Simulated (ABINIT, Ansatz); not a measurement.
**A GW run on SiC (P6_3mc) in ABINIT, with inputs changed**

A base run on SiC (P6_3mc), then changed inputs.

Method: PBE and many-body steps on it, plane waves, in ABINIT 10.8.3.

### Step 1. Starting point

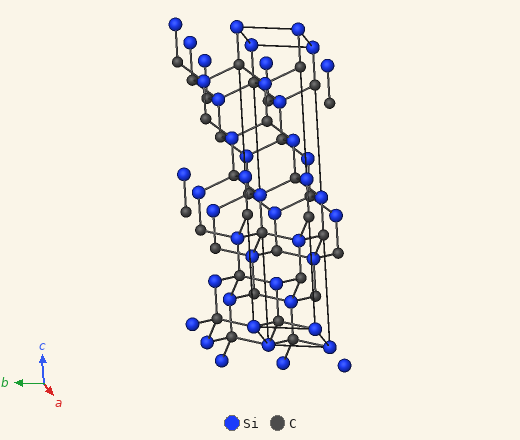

The starting structure, seen from a free direction (silicon blue, carbon dark grey). 2×2×1 cells are drawn. Bonds to atoms that aren't drawn are left out. Some periodic images of atoms are drawn too.

The cell and positions are those that the Materials Project relaxed with its own functionals (PBE, PBE+U or r2SCAN), kept fixed.

### Step 2. Screening, 6×6×1 mesh, 348 bands, screening to 176.9 eV

This step: ABINIT 10.8.3; RPA screening on PBE, plane waves, norm-conserving pseudopotentials.

The RPA dielectric matrix is built and inverted for each q.

Input file run.abi:

```
acell 3*1.0 Angstrom
rprim 
  3.076621010229 -0.000000000007 0.000000000000
  -1.538310505109 2.664431952678 0.000000000000
  0.000000000000 0.000000000000 15.098084320000
ntypat 2
znucl 14 6
natom 12
typat 1 1 1 1 1 1 2 2 2 2 2 2
xred 
  0.333333333333 0.666666666667 0.832986150000
  0.666666666667 0.333333333333 0.332986150000
  0.666666666667 0.333333333333 0.666500600000
  0.333333333333 0.666666666667 0.166500600000
  0.000000000000 0.000000000000 0.499729420000
  0.000000000000 0.000000000000 0.999729420000
  0.000000000000 0.000000000000 0.874366410000
  0.000000000000 0.000000000000 0.374366410000
  0.333333333333 0.666666666667 0.707996780000
  0.666666666667 0.333333333333 0.207996780000
  0.666666666667 0.333333333333 0.541521640000
  0.333333333333 0.666666666667 0.041521640000
pp_dirpath "pseudos"
pseudos "Si.upf, C.upf"
ecut 37
ngkpt 6 6 1
nshiftk 1
shiftk 0 0 0
kptopt 1
chksymbreak 0
istwfk *1
occopt 1
irdwfk 1
optdriver 3
nband 348
ecuteps 6.5
inclvkb 2
awtr 1
symchi 1
indata_prefix "in"
outdata_prefix "out"
tmpdata_prefix "tmp"
```

Started as:

```
$ OMP_NUM_THREADS=1 mpirun -n 16 abinit run.abi > log
```

The program printed:

```text
.Version 10.8.3 of ABINIT. v10.8.2 released Aug 2026.

 Symmetries : space group P6_3 m c (#186); Bravais hP (primitive hexag.)
[... echo of the input left out ...]
== DATASET  1 ==================================================================
-   mpi_nproc: 16, omp_nthreads: 1 (-1 if OMP is not activated)

--- !DatasetInfo
iteration_state: {dtset: 1, }
dimensions: {natom: 12, nkpt: 7, mband: 348, nsppol: 1, nspinor: 1, nspden: 1, mpw: 9054, }
cutoff_energies: {ecut:  37.0, pawecutdg:  -1.0, }
electrons: {nelect:   4.80000000E+01, charge:   0.00000000E+00, occopt:   1.00000000E+00, tsmear:   1.00000000E-02, }

 SCREENING: Calculation of the susceptibility and dielectric matrices

 Based on a program developped by R.W. Godby, V. Olevano, G. Onida, and L. Reining.
 Incorporated in ABINIT by V. Olevano, G.-M. Rignanese, and M. Torrent.
.Using double precision arithmetic ; gwpc =  8

[... cell and pseudopotentials left out ...]
--------------------------------------------------------------------------------

 ==== K-mesh for the wavefunctions ====
 Number of points in the irreducible wedge :     7
[... list of points left out ...]
 Together with 12 symmetry operations and time-reversal symmetry
 yields    36 points in the full Brillouin Zone.

 ==== Q-mesh for the screening function ====
 Number of points in the irreducible wedge :     7
[... list of points left out ...]
 Together with 12 symmetry operations and time-reversal symmetry
 yields    36 points in the full Brillouin Zone.

 setmesh: FFT mesh size selected  =    20x   20x  120
          total number of points  =        48000

 vcoul_init : cutoff-mode = AUXILIARY_FUNCTION
 q-points for optical limit:   1
     1)      0.000010    0.000020    0.000030

- screening: taking advantage of time-reversal symmetry
- Maximum band index for partially occupied states nbvw = 24
- Remaining bands to be divided among processors   nbcw = 324
- Number of bands treated by each node ~20

 Number of electrons calculated from density =   48.0000; Expected =   48.0000
 average of density, n =  0.057470
 r_s =    1.6075
 omega_plasma =   23.1248 [eV]

 calculating chi0 at frequencies [eV] :
  1    0.000000E+00    0.000000E+00
  2    0.000000E+00    2.312478E+01

--------------------------------------------------------------------------------
  q-point number  1        q = ( 0.000000, 0.000000, 0.000000) [r.l.u.]
--------------------------------------------------------------------------------
[... chi0 elements left out ...]
 For q-point:  0.000010 0.000020 0.000030
  dielectric constant =   6.9587
  dielectric constant without local fields =   7.6139

  Average fulfillment of the sum rule on Im[epsilon] for q-point    1 :     91.26  [%]
[... wings left out ...]
  q-point number  2        q = ( 0.166667, 0.000000, 0.000000) [r.l.u.]
--------------------------------------------------------------------------------
[... chi0 elements left out ...]
  Average fulfillment of the sum rule on Im[epsilon] for q-point    2 :     91.36  [%]

 [... 5 further q-points ...]
```

Elapsed: 2 min, on 16 MPI ranks of AMD EPYC 7R43, shared host; peak memory 7.5 GiB.

This step gave:

- ε∞ with local fields, on this mesh, along the program's q direction: 6.959
- the same without local fields: 7.614
- plasma frequency: 23.12 eV
- plane waves in the screening matrix: 675

Local fields lower ε∞ by 9 %. On a Γ-centred mesh this coarse the value itself is usually too large, while a short band sum pulls it down.

### Step 3. Base

The self-energy is evaluated for the states that the input lists, and the levels follow from it, in one-shot runs by the linearised quasiparticle equation.

This step: G0W0 on PBE, plane waves, norm-conserving pseudopotentials.

run.abi: that of step 2 with these lines changed.

```diff
@@ -33,8 +33,17 @@
 irdwfk 1
-optdriver 3
+optdriver 4
 nband 348
+gwcalctyp 0
+ecutsigx 37
+symsigma 1
+nkptgw 2
+kptgw 
+  0.0000000000 0.0000000000 0.0000000000
+  0.5000000000 0.0000000000 0.0000000000
+bdgw 
+  23 26
+  23 26
 ecuteps 6.5
-inclvkb 2
-awtr 1
-symchi 1
+irdscr 1
+ppmodel 1
 indata_prefix "in"
```

The program printed:

```text
.Version 10.8.3 of ABINIT. v10.8.2 released Aug 2026.

 Symmetries : space group P6_3 m c (#186); Bravais hP (primitive hexag.)
[... echo of the input left out ...]
== DATASET  1 ==================================================================
-   mpi_nproc: 16, omp_nthreads: 1 (-1 if OMP is not activated)

--- !DatasetInfo
iteration_state: {dtset: 1, }
dimensions: {natom: 12, nkpt: 7, mband: 348, nsppol: 1, nspinor: 1, nspden: 1, mpw: 9054, }
cutoff_energies: {ecut:  37.0, pawecutdg:  -1.0, }
electrons: {nelect:   4.80000000E+01, charge:   0.00000000E+00, occopt:   1.00000000E+00, tsmear:   1.00000000E-02, }

 SIGMA: Calculation of the GW corrections

 Based on a program developped by R.W. Godby, V. Olevano, G. Onida, and L. Reining.
 Incorporated in ABINIT by V. Olevano, G.-M. Rignanese, and M. Torrent.
.Using double precision arithmetic ; gwpc =  8

[... cell and pseudopotentials left out ...]
--------------------------------------------------------------------------------

 ==== K-mesh for the wavefunctions ====
 Number of points in the irreducible wedge :     7
[... list of points left out ...]
 Together with 12 symmetry operations and time-reversal symmetry
 yields    36 points in the full Brillouin Zone.

 ==== Q-mesh for screening function ====
 Number of points in the irreducible wedge :     7
[... list of points left out ...]
 Together with 12 symmetry operations and time-reversal symmetry
 yields    36 points in the full Brillouin Zone.

 vcoul_init : cutoff-mode = AUXILIARY_FUNCTION
 q-points for optical limit:   1
     1)      0.000010    0.000020    0.000030
 setmesh: FFT mesh size selected  =    27x   27x  160
          total number of points  =       116640

 Number of electrons calculated from density =   48.0000; Expected =   48.0000
 average of density, n =  0.057470
 r_s =    1.6075
 omega_plasma =   23.1248 [eV]

 === KS Band Gaps ===
  >>>> For spin  1
   Minimum direct gap =   3.1302 [eV], located at k-point      :   0.5000  0.0000  0.0000
   Fundamental gap    =   2.0267 [eV], Top of valence bands at :   0.0000  0.0000  0.0000
                                       Bottom of conduction at :   0.5000  0.0000  0.0000
 SIGMA fundamental parameters:
 PLASMON POLE MODEL  1
 number of plane-waves for SigmaX                 8941
 number of plane-waves for SigmaC and W            675
 number of plane-waves for wavefunctions          8941
 number of bands                                   348
 number of independent spin polarizations            1
 number of spinorial components                      1
 number of k-points in IBZ                           7
 number of q-points in IBZ                           7
 number of symmetry operations                      12
 number of k-points in BZ                           36
 number of q-points in BZ                           36
 number of frequencies for dSigma/dE                 9
 frequency step for dSigma/dE [eV]                0.25
 number of omega for Sigma on real axis              0
 max omega for Sigma on real axis  [eV]           0.00
 zcut for avoiding poles [eV]                     0.10

 EPSILON^-1 parameters (SCR file):
 dimension of the eps^-1 matrix on file            675
 dimension of the eps^-1 matrix used               675
 number of plane-waves for wavefunctions          8941
 number of bands                                   348
 number of q-points in IBZ                           7
 number of frequencies                               2
 number of real frequencies                          1
 number of imag frequencies                          1

 matrix elements of self-energy operator (all in [eV])

 Perturbative Calculation

--- !SelfEnergy_ee
iteration_state: {dtset: 1, }
kpoint     : [   0.000,    0.000,    0.000, ]
spin       : 1
KS_gap     :    5.203
QP_gap     :    6.066
Delta_QP_KS:    0.864
data: !SigmaeeData |
     Band     E0 <VxcDFT>   SigX SigC(E0)      Z dSigC/dE  Sig(E)    E-E0       E
       23   6.915 -14.969 -17.624   2.118   0.793  -0.261 -15.395  -0.426   6.489
       24   6.915 -14.969 -17.624   2.118   0.793  -0.261 -15.395  -0.426   6.489
       25  12.118 -12.157  -6.935  -4.680   0.806  -0.241 -11.720   0.438  12.555
       26  12.288 -12.102  -6.844  -4.723   0.805  -0.242 -11.671   0.431  12.719

--- !SelfEnergy_ee
iteration_state: {dtset: 1, }
kpoint     : [   0.500,    0.000,    0.000, ]
spin       : 1
KS_gap     :    3.130
QP_gap     :    3.960
Delta_QP_KS:    0.830
data: !SigmaeeData |
     Band     E0 <VxcDFT>   SigX SigC(E0)      Z dSigC/dE  Sig(E)    E-E0       E
       23   5.248 -13.924 -17.012   2.318   0.791  -0.264 -14.533  -0.609   4.640
       24   5.811 -14.516 -17.634   2.396   0.790  -0.266 -15.087  -0.571   5.241
       25   8.942 -10.944  -6.767  -3.860   0.817  -0.224 -10.685   0.259   9.201
       26   9.134 -10.790  -6.503  -3.970   0.818  -0.222 -10.530   0.260   9.394

== END DATASET(S) ==============================================================
================================================================================

 -outvars: echo values of variables after computation  --------
           etotal      0.0000000000E+00
            nband         348
             nkpt           7
          spgroup         186
 [... the other variables as echoed above ...]

 Calculation completed.
```

The job ended after 42 s (16 MPI ranks; peak memory 7.1 GiB).

Numbers from this step:

| Quantity | Value |
| --- | --- |
| G0W0 gap on the points computed | 2.712 eV |
| starting gap on the mesh | 2.027 eV |
| k of the valence top | 0, 0, 0 |
| k of the conduction bottom | 0.5, 0, 0 |
| Z at the valence top | 0.793 |
| Z at the conduction bottom | 0.817 |
| least direct G0W0 gap on the computed points | 3.960 eV |

The gap on the mesh goes from 2.03 eV to 2.71 eV, a correction of +0.69 eV.

### Step 4. Smaller part of the screening matrix

run.abi: that of step 3 with these lines changed.

```diff
@@ -45,3 +45,3 @@
   23 26
-ecuteps 6.5
+ecuteps 3.2
 irdscr 1
```

The program printed:

```text
.Version 10.8.3 of ABINIT. v10.8.2 released Aug 2026.

 Symmetries : space group P6_3 m c (#186); Bravais hP (primitive hexag.)
[... echo of the input left out ...]
== DATASET  1 ==================================================================
-   mpi_nproc: 16, omp_nthreads: 1 (-1 if OMP is not activated)

--- !DatasetInfo
iteration_state: {dtset: 1, }
dimensions: {natom: 12, nkpt: 7, mband: 348, nsppol: 1, nspinor: 1, nspden: 1, mpw: 9054, }
cutoff_energies: {ecut:  37.0, pawecutdg:  -1.0, }
electrons: {nelect:   4.80000000E+01, charge:   0.00000000E+00, occopt:   1.00000000E+00, tsmear:   1.00000000E-02, }

 SIGMA: Calculation of the GW corrections

 Based on a program developped by R.W. Godby, V. Olevano, G. Onida, and L. Reining.
 Incorporated in ABINIT by V. Olevano, G.-M. Rignanese, and M. Torrent.
.Using double precision arithmetic ; gwpc =  8

[... cell and pseudopotentials left out ...]
--------------------------------------------------------------------------------

 ==== K-mesh for the wavefunctions ====
 Number of points in the irreducible wedge :     7
[... list of points left out ...]
 Together with 12 symmetry operations and time-reversal symmetry
 yields    36 points in the full Brillouin Zone.

 ==== Q-mesh for screening function ====
 Number of points in the irreducible wedge :     7
[... list of points left out ...]
 Together with 12 symmetry operations and time-reversal symmetry
 yields    36 points in the full Brillouin Zone.

 vcoul_init : cutoff-mode = AUXILIARY_FUNCTION
 q-points for optical limit:   1
     1)      0.000010    0.000020    0.000030
 setmesh: FFT mesh size selected  =    27x   27x  160
          total number of points  =       116640

 Number of electrons calculated from density =   48.0000; Expected =   48.0000
[...]
number of omega for Sigma on real axis              0
 max omega for Sigma on real axis  [eV]           0.00
 zcut for avoiding poles [eV]                     0.10

 EPSILON^-1 parameters (SCR file):
 dimension of the eps^-1 matrix on file            675
 dimension of the eps^-1 matrix used               221
 number of plane-waves for wavefunctions          8941
 number of bands                                   348
 number of q-points in IBZ                           7
 number of frequencies                               2
 number of real frequencies                          1
 number of imag frequencies                          1

 matrix elements of self-energy operator (all in [eV])

 Perturbative Calculation

--- !SelfEnergy_ee
iteration_state: {dtset: 1, }
kpoint     : [   0.000,    0.000,    0.000, ]
spin       : 1
KS_gap     :    5.203
QP_gap     :    5.988
Delta_QP_KS:    0.785
data: !SigmaeeData |
     Band     E0 <VxcDFT>   SigX SigC(E0)      Z dSigC/dE  Sig(E)    E-E0       E
       23   6.915 -14.969 -17.624   2.330   0.798  -0.253 -15.228  -0.259   6.655
       24   6.915 -14.969 -17.624   2.330   0.798  -0.253 -15.228  -0.259   6.655
       25  12.118 -12.157  -6.935  -4.573   0.810  -0.235 -11.631   0.526  12.643
[...]
--- !SelfEnergy_ee
iteration_state: {dtset: 1, }
kpoint     : [   0.500,    0.000,    0.000, ]
spin       : 1
KS_gap     :    3.130
QP_gap     :    3.840
Delta_QP_KS:    0.710
data: !SigmaeeData |
     Band     E0 <VxcDFT>   SigX SigC(E0)      Z dSigC/dE  Sig(E)    E-E0       E
[...]
25   8.942 -10.944  -6.767  -3.819   0.819  -0.221 -10.651   0.293   9.234
       26   9.134 -10.790  -6.503  -3.930   0.820  -0.220 -10.497   0.292   9.427

== END DATASET(S) ==============================================================
================================================================================

 -outvars: echo values of variables after computation  --------
           etotal      0.0000000000E+00
            nband         348
             nkpt           7
          spgroup         186
 [... the other variables as echoed above ...]

 Calculation completed.
```

Elapsed: 19 s, on 16 MPI ranks; peak memory 3.6 GiB.

This step gave:

```yaml
g0w0_gap_on_the_points_computed: 2.579 eV
starting_gap_on_the_mesh: 2.027 eV
k_of_the_valence_top: 0, 0, 0
k_of_the_conduction_bottom: 0.5, 0, 0
z_at_the_valence_top: 0.798
z_at_the_conduction_bottom: 0.819
least_direct_g0w0_gap_on_the_computed_points: 3.84 eV
```

### Step 5. A keyword of another program

run.abi: that of step 4 with these lines changed.

```diff
@@ -45,5 +45,6 @@
   23 26
-ecuteps 3.2
+ecuteps 6.5
 irdscr 1
 ppmodel 1
+ENCUTGW 100
 indata_prefix "in"
```

The program printed:

```text
.Version 10.8.3 of ABINIT. v10.8.2 released Aug 2026.

 Symmetries : space group P6_3 m c (#186); Bravais hP (primitive hexag.)
================================================================================
 Values of the parameters that define the memory need of the present run
     intxc =       0    ionmov =       0      iscf =       7    lmnmax =       6
     lnmax =       6     mgfft =     160  mpssoang =       3    mqgrid =    7813
     natom =      12  nloc_mem =       1    nspden =       1   nspinor =       1
    nsppol =       1      nsym =      12    n1xccc =    2501    ntypat =       2
    occopt =       1   xclevel =       2
-    mband =         348        mffmem =           1         mkmem =           1
       mpw =        9054          nfft =      163840          nkpt =           7
================================================================================
  Rough estimation (10% accuracy) of disk space for files :
================================================================================

--------------------------------------------------------------------------------
------------- Echo of variables that govern the present computation ------------
--------------------------------------------------------------------------------
 -outvars: echo values of preprocessed input variables --------
            acell      1.8897261259E+00  1.8897261259E+00  1.8897261259E+00 Bohr

             bdgw          23      26      23      26
      chksymbreak           0
             ecut      3.70000000E+01 Hartree
          ecuteps      6.50000000E+00 Hartree
         ecutsigx      3.70000000E+01 Hartree
          ecutwfn      3.70000000E+01 Hartree
-          fftalg         312
           irdscr           1
           irdwfk           1

[...]
npweps         675
          npwsigx        8941
           npwwfn        8941
             nsym          12
           ntypat           2
              occ      2.000000  2.000000  2.000000  2.000000  2.000000  2.000000
                       2.000000  2.000000  2.000000  2.000000  2.000000  2.000000
                       2.000000  2.000000  2.000000  2.000000  2.000000  2.000000
                       2.000000  2.000000  2.000000  2.000000  2.000000  2.000000
[...]
[... 47 further rows ...]
                       0.000000  0.000000  0.000000  0.000000  0.000000  0.000000
                       0.000000  0.000000  0.000000  0.000000  0.000000  0.000000
        optdriver           4
            rprim      3.0766210102E+00 -7.0000000000E-12  0.0000000000E+00
[...]
spgroup         186

             xred      3.3333333333E-01  6.6666666667E-01  8.3298615000E-01
[...]
6.6666666667E-01  3.3333333333E-01  5.4152164000E-01
                       3.3333333333E-01  6.6666666667E-01  4.1521640000E-02
            znucl       14.00000    6.00000

================================================================================

 chkinp: Checking input parameters for consistency.

--- !ERROR
message: |
    Found token: `ENCUTGW` in the input file.
    This name is not one of the registered input variable names (see
    Action: check your input file. Perhaps you mistyped the input variable,
    or specified "img", although this was not permitted for this input variable.

--- !ERROR
message: |
    Found token: `ENCUTGW` in the input file.
    This name is not one of the registered input variable names (see
    Action: check your input file. Perhaps you mistyped the input variable,
    or specified "img", although this was not permitted for this input variable.

--- from the log ---
Found token: `ENCUTGW` in the input file.
    This name is not one of the registered input variable names (see
    Action: check your input file. Perhaps you mistyped the input variable,
    or specified "img", although this was not permitted for this input variable.
```

Run time: 1.5 s. Hardware: 16 MPI ranks; peak memory 0.05 GiB.

The run stopped with an error after 1.5 s.

The program's words: Found token: `ENCUTGW` in the input file. This name is not one of the registered input variable names (see Action: check your input file. Perhaps you mistyped the input variable, or specified "img", although this was not permitted for this input variable.

The fault put into this input: a keyword of another program.

### Step 6. Side by side

Times are wall times on 16 MPI ranks of AMD EPYC 7R43, shared host, good to a factor of about two. A run's time includes the screening step that it read.

| run | mesh | bands | screening cutoff (eV) | DFT gap (eV) | gap on the mesh (eV) | direct (eV) | ε∞ used | time |
| --- | --- | --- | --- | --- | --- | --- | --- | --- |
| base | 6×6×1 | 348 | 176.9 | 2.027 | 2.712 | 3.960 | 6.96 | 2.7 min |
| smaller part of the screening matrix | 6×6×1 | 348 | 87.1 | 2.027 | 2.579 | 3.840 | 6.96 | 2.3 min |

### Step 7. Summary of results

```yaml
base: 2.712 eV
smaller_part_of_the_screening_matrix: 2.579 eV
known_limits: not at the basis limit; coarse k mesh
```

In words: Smaller part of the screening matrix: −0.133 eV against base (keys changed: ecuteps). Bands and cutoff are finite, so the gap is not at the basis limit. The miss can reach some tenths of an eV and take either sign; the mesh is an error of its own. In the G0W0 runs levels were corrected at 2 k points alone, so a gap called «on the mesh» is the least over those, and an edge elsewhere would be missed. The 6×6×1 mesh is coarse for this cell, which bears on the long-range parts of exchange and screening.

[Paths, hosts, dates, memory and timing lines, banners, echoed tables and standing remarks are left out of the program output.]

[Logs are printed without paths, hosts, clocks, repeated set-up lines and the standing remarks that a program may print on its own settings, such as how far it seeks lower states.]

[Runs of the session that timed out or met a known fault of the program may be left out.]

[Hosts, paths, dates, database ids (printed as entryN), source tags and the programs' standing remarks are cut or masked in the printed files.]

[G0W0 gaps are taken among the corrected bands and points alone; a level outside them can change the order at an edge.]

[Where Ansatz stands beside ABINIT at settings called matched, ABINIT's density can come from a denser mesh and the files from another edition; pairs whose starting gaps differed by over 0.03 eV were left out, so agreement reads better than it is.]
